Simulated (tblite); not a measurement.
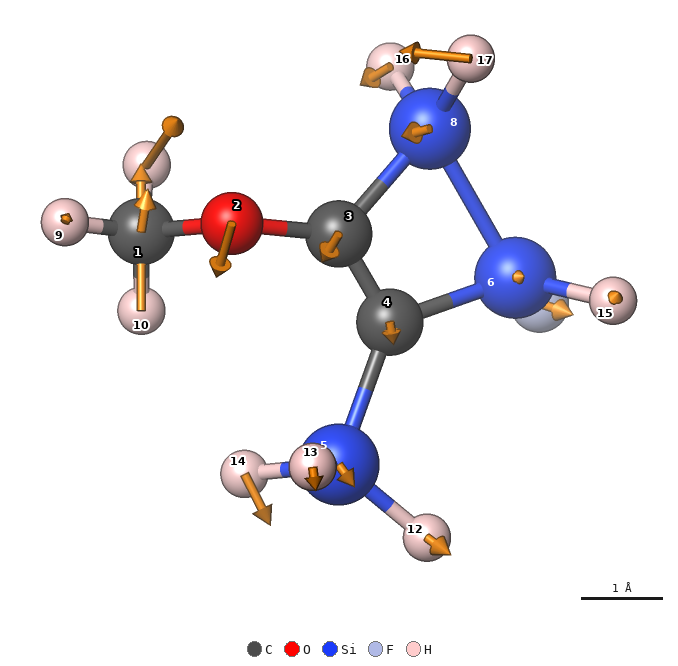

This is a relaxation of C₃H₉FOSi₃. The starting structure is drawn; orange arrows show the displacements, at their true length. The two geometries are superimposed by the best rigid fit.

The picture is a ball-and-stick view, seen at a tilt.

The calculation used tblite, GFN2-xTB geometry optimisation, gas phase. 

### Atoms of which element are displaced furthest, and by how much?

Hydrogen: up to 1.86 Å, against 0.91 Å for oxygen.

### What did the optimiser do to the structure, and how much energy did it gain?

An H atom moves most after the best rigid fit: 1.86 Å. Largest moves by element: H 1.86 Å, O 0.91 Å, C 0.57 Å, F 0.56 Å, Si 0.49 Å. Some distances before and after: Si–Si 2.159 → 2.316 Å, C–Si 1.797 → 1.918 Å, C–Si 1.777 → 1.894 Å, C–O 1.445 → 1.352 Å. Bond angles that change, for instance: Si–Si–H 118.1° → 130.4°, F–Si–H 110.4° → 100.2°, H–Si–H 112.8° → 105.2°. Groups turn about C–O by about 90°. The energy falls by 1.449 eV in 157 geometry steps. The run took 2.4 s on 1 thread of Arm Neoverse N1, with other jobs on the host.
